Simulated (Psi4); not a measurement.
## SiH3 (charge +1): excited-state calculation (part 2 of 2)

The same run, continued: SiH3, charge +1, SMILES [SiH3+]; EOM-CC3/def2-SVPD, RHF (Psi4 1.11). The geometry comes from this level: PBE0-D4/def2-TZVP.

Geometry of the input (Å):
```
Si -0.0000  -0.0000  0.0000
H  0.6869  0.6754  1.1130
H  -0.1184  -1.4672  -0.0099
H  -0.5685  0.7917  -1.1031
```

**Log, continued**
```
MP2 correlation energy -0.0864674301201081
                Solving CC Amplitude Equations
                ------------------------------
  Iter             Energy              RMS        T1Diag      D1Diag    New D1Diag    D2Diag
  ----     ---------------------    ---------   ----------  ----------  ----------   --------
     0        -0.086467430120108    0.000e+00    0.000000    0.000000    0.000000    0.109437
     1        -0.105429673642983    4.911e-02    0.004473    0.007450    0.007450    0.136345
     2        -0.112807883658218    1.720e-02    0.007726    0.013019    0.013019    0.149072
     3        -0.112962551867879    3.387e-03    0.008700    0.014843    0.014843    0.150342
     4        -0.112991898259917    8.910e-04    0.008915    0.015266    0.015266    0.150554
     5        -0.112991839201070    2.899e-04    0.008971    0.015395    0.015395    0.150552
     6        -0.112991362308988    6.676e-05    0.008975    0.015415    0.015415    0.150548
     7        -0.112992265534561    1.494e-05    0.008974    0.015417    0.015417    0.150550
     8        -0.112992067939750    4.429e-06    0.008974    0.015418    0.015418    0.150550
     9        -0.112991998755021    1.131e-06    0.008973    0.015418    0.015418    0.150550
    10        -0.112991999291439    3.197e-07    0.008973    0.015418    0.015418    0.150550
    11        -0.112992005470450    6.116e-08    0.008973    0.015418    0.015418    0.150550

    Iterations converged.

    Largest TIA Amplitudes:
              0   1         0.0113991842
              2   3        -0.0071823634
              1   4         0.0071813839
              0   2         0.0070717461
              2  30         0.0061349178
              1  29        -0.0061348207
              0  17         0.0044740313
              2  26         0.0037068174
              1  25        -0.0037066871
              0  27        -0.0036133213

    Largest TIjAb Amplitudes:
      0   0   0   0        -0.0486996215
      2   2   3   3        -0.0268498659
      1   1   4   4        -0.0268342042
      1   1   1   1        -0.0233129718
      2   2   1   1        -0.0233048881
      2   2   4   4        -0.0219410285
      1   1   3   3        -0.0219298910
      0   1   0   5        -0.0208504803
      1   0   5   0        -0.0208504803
      0   2   0   6         0.0208503045

    SCF energy       (wfn)                    = -290.258063735850669
    Reference energy (file100)                = -290.258063735850897

    Opposite-spin MP2 correlation energy      =   -0.080171696973176
    Same-spin MP2 correlation energy          =   -0.006295733146932
    Singles MP2 correlation energy            =   -0.000000000000000
    MP2 correlation energy                    =   -0.086467430120108
      * MP2 total energy                      = -290.344531165970977
    CC3 correlation energy                    =   -0.112992005470450
      * CC3 total energy                      = -290.371055741321356

			**************************
			*                        *
			*         CCHBAR         *
			*                        *
			**************************

Dots of (HeT1)c in names "CC3 Wxxx" in CC3_HET1
<WAmEf (Am,Ef) | WAmEf (Am,Ef)> =    1.2998108198
<WMnIe (Mn,Ie) | WMnIe (Mn,Ie)> =    0.1059962797
<WMnIj (Mn,Ij) | WMnIj (Mn,Ij)> =    1.5072062160
<WMbIj (Ij,Mb) | WMbIj (Ij,Mb)> =    0.1076802209
<WMbIj (Mb,Ij) | WMbIj (Mb,Ij)> =    0.1076802209
<WMbEj (ME,jb) | WMbEj (ME,jb)> =    0.2218078337
<WMbeJ (Me,Jb) | WMbeJ (Me,Jb)> =   12.4636453326
<WAbEi (Ie,bA) | WAbEi (Ie,bA)> =    1.3156140778

	**********************************************************
	*  CCEOM: An Equation of Motion Coupled Cluster Program  *
	**********************************************************

	Nuclear Rep. energy (wfn)     =   15.721450087033409
	SCF energy          (wfn)     = -290.258063735850669
	Reference energy    (file100) = -290.258063735850897
	CC3 energy          (file100) =   -0.112992005470450

	Input parameters:
	-----------------
	Reference wfn   =     RHF
	Reference EOM wfn=     RHF
	Memory (Mbytes) =  1600.0
	ABCD            =     NEW
	Cache Level     =    2
	Cache Type      =     LRU
	T3 Ws incore  =      No
	Num. of threads =     1
	Local CC        =     No

	CCEOM parameters:
	-----------------
	States sought per irrep     = A 1,
	Max. number of iterations   =    80
	Vectors stored per root     =    12
	Print HbarSS iterations?    =     0
	Excitation range for HBarSS =     2
	Eigenvalue tolerance        = 1.0e-06
	Eigenvalue toleranceSS      = 1.0e-06
	Residual vector tolerance   = 1.0e-06
	Residual vector toleranceSS = 1.0e-06
	Complex tolerance           = 1.0e-12
	Root for properties         =     1
	Sym of state for properties =      A
	Guess vectors taken from    = SINGLES
	Restart EOM CC3             = NO
	Collapse with last vector   = YES

Fae   dot Fae   total   38.4920023163
Fmi   dot Fmi   total    2.3628204114
Fme   dot Fme   total    0.0000027649
WMBIJ dot WMBIJ total    0.0000000000
Wmbij dot Wmbij total    0.0000000000
WMbIj dot WMbIj total    0.0969768413
WmBiJ dot WmBiJ total    0.0000000000
Symmetry of ground state: A
Symmetry of excited state: A
Symmetry of right eigenvector: A
Seeking states with multiplicity of 1
Obtaining initial guess from singles-singles block of Hbar...Done.

Iter=1    L=1     Root    EOM Energy     Delta E   Res. Norm    Conv?
                     1   0.2880446402   2.88e-01    2.82e-01      N
Iter=2    L=2     Root    EOM Energy     Delta E   Res. Norm    Conv?
                     1   0.2192332765  -6.88e-02    7.03e-02      N
Iter=3    L=3     Root    EOM Energy     Delta E   Res. Norm    Conv?
                     1   0.2150737075  -4.16e-03    1.95e-02      N
Iter=4    L=4     Root    EOM Energy     Delta E   Res. Norm    Conv?
                     1   0.2148167468  -2.57e-04    5.39e-03      N
Iter=5    L=5     Root    EOM Energy     Delta E   Res. Norm    Conv?
                     1   0.2147970375  -1.97e-05    1.64e-03      N
Iter=6    L=6     Root    EOM Energy     Delta E   Res. Norm    Conv?
                     1   0.2147916906  -5.35e-06    5.02e-04      N
Iter=7    L=7     Root    EOM Energy     Delta E   Res. Norm    Conv?
                     1   0.2147903793  -1.31e-06    1.28e-04      N
Iter=8    L=8     Root    EOM Energy     Delta E   Res. Norm    Conv?
                     1   0.2147901252  -2.54e-07    3.29e-05      N
Iter=9    L=9     Root    EOM Energy     Delta E   Res. Norm    Conv?
                     1   0.2147901224  -2.74e-09    7.95e-06      N
Iter=10   L=10    Root    EOM Energy     Delta E   Res. Norm    Conv?
                     1   0.2147901299   7.48e-09    2.08e-06      N
Iter=11   L=11    Root    EOM Energy     Delta E   Res. Norm    Conv?
                     1   0.2147901336   3.69e-09    7.15e-07      Y
Completed EOM_CCSD
Collapsing to only 1 vector(s).
Copying root 1 to CC3_MISC file.
Setting initial CC3 eigenvalue to    0.2147901336
Iter=1    L=1     Root    EOM Energy     Delta E   Res. Norm    Conv?
                     1   0.2122601770  -2.53e-03    1.54e-02      N
Iter=2    L=2     Root    EOM Energy     Delta E   Res. Norm    Conv?
                     1   0.2120640899  -1.96e-04    3.59e-03      N
Iter=3    L=3     Root    EOM Energy     Delta E   Res. Norm    Conv?
                     1   0.2120241916  -3.99e-05    1.19e-03      N
Iter=4    L=4     Root    EOM Energy     Delta E   Res. Norm    Conv?
                     1   0.2120208989  -3.29e-06    3.66e-04      N
Iter=5    L=5     Root    EOM Energy     Delta E   Res. Norm    Conv?
                     1   0.2120210093   1.10e-07    1.04e-04      N
Iter=6    L=6     Root    EOM Energy     Delta E   Res. Norm    Conv?
                     1   0.2120210959   8.66e-08    3.09e-05      N
Iter=7    L=7     Root    EOM Energy     Delta E   Res. Norm    Conv?
                     1   0.2120211276   3.18e-08    7.92e-06      N
Iter=8    L=8     Root    EOM Energy     Delta E   Res. Norm    Conv?
                     1   0.2120211326   5.02e-09    2.34e-06      N
Iter=9    L=9     Root    EOM Energy     Delta E   Res. Norm    Conv?
                     1   0.2120211359   3.22e-09    8.05e-07      Y
Forcing one restart with sigma recomputation.
Collapsing to only 1 vector(s).
Change in CC3 energy from last iterated value    0.2120211359
Setting old CC3 eigenvalue to    0.2120211359
Iter=10   L=1     Root    EOM Energy     Delta E   Res. Norm    Conv?
                     1   0.2120248027   3.67e-06    1.70e-05      N
Iter=11   L=2     Root    EOM Energy     Delta E   Res. Norm    Conv?
                     1   0.2120247763  -2.64e-08    4.11e-06      N
Iter=12   L=3     Root    EOM Energy     Delta E   Res. Norm    Conv?
                     1   0.2120248010   2.47e-08    1.32e-06      N
Iter=13   L=4     Root    EOM Energy     Delta E   Res. Norm    Conv?
                     1   0.2120248034   2.38e-09    4.62e-07      Y
Forcing restart to make sure new sigma vectors give same eigenvalue.
Collapsing to only 1 vector(s).
Change in CC3 energy from last iterated value    0.0000036675
Setting old CC3 eigenvalue to    0.2120248034
Iter=14   L=1     Root    EOM Energy     Delta E   Res. Norm    Conv?
                     1   0.2120247983  -5.03e-09    4.63e-07      Y
Collapsing to only 1 vector(s).
Change in CC3 energy from last iterated value   -0.0000000050

Procedure converged for 1 root(s).
Energy written to CC_INFO:Etot -290.1590309430
States per irrep written to CC_INFO.
EOM CC3 R0 for root 0 =   0.00000000000

Final Energetic Summary for Converged Roots of Irrep A
                     Excitation Energy              Total Energy
                (eV)     (cm^-1)     (au)             (au)
EOM State 1      5.769    46534.1   0.2120247983  -290.159030942973

Largest components of excited wave function #1:
 RIA (libdpd indices) : (cscf notation)
         2 >   0      :        8a >     9a :   -0.6722507414
         2 >  20      :        8a >    29a :   -0.0607733769
         2 >  14      :        8a >    23a :   -0.0568040217
         2 >   6      :        8a >    15a :   -0.0222928680
         1 >   5      :        7a >    14a :   -0.0222908161
 RIjAb (libdpd indices)     : (cscf notation)
        0   2 >   0   2     :     6a     8a >     9a    11a :    0.0510249378
        2   0 >   2   0     :     8a     6a >    11a     9a :    0.0510249378
        2   2 >   0   3     :     8a     8a >     9a    12a :   -0.0502764896
        2   2 >   3   0     :     8a     8a >    12a     9a :   -0.0502764896
        0   2 >   0   1     :     6a     8a >     9a    10a :    0.0491414427

	Putting into environment energy for root of R irrep 1 and root 1.
	Putting into environment CURRENT ENERGY:             -290.1590309430

	Total # of sigma evaluations: 25
```

**Standard output**
```
total energy -290.15903094 hartree = -7895.62939 eV
```

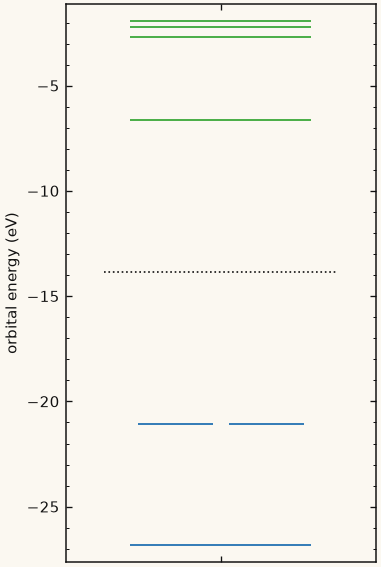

**Figure 1.** Orbital energies near the frontier (SCF reference); the dotted line parts filled from empty levels, and levels within 0.02 eV of each other stand side by side. Highest filled −21.08 eV, lowest empty −6.65 eV, 14.43 eV apart.

**Key numbers**

```tsv
quantity	value
outcome	converged
total energy	−290.371056 hartree
SCF energy	−290.258064 hartree
MP2 energy	−290.344531 hartree
basis functions	48
T1 diagnostic	0.009
HOMO of the SCF reference	−21.08 eV
LUMO of the SCF reference	−6.65 eV
wall time	9.3 s
peak memory	0.23 GiB
```

**Notes**

Settings chosen away from the usual ones: df_basis_scf set to cc-pvqz-jkfit; diis_max_vecs set to 8.
